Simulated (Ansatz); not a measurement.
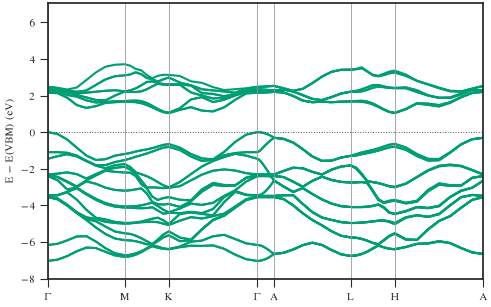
Fig. 1. Band structure from DFT-r²SCAN+D4 with spin–orbit coupling in the program Ansatz with PAW potentials

Question: Read off the gap and where the band edges lie.

Answer: About 1.0 eV (1.04 eV by a search for the band edges); maximum at Γ, minimum at K.

The material is MoS2 in space group P6_3/mmc (No. 194; Mo on 2b, S on 4f).

The first step of the workflow began from a Materials Project structure, measured or hypothetical. Its sites differ from those of the usual phase in this space group: another stacking or structure type. The cell was relaxed with r²SCAN+D4 under the symmetry of its start; phonons on a q-mesh show no instability. The run is not spin-polarised.

Potentials: the earlier of the program's two PAW sets.
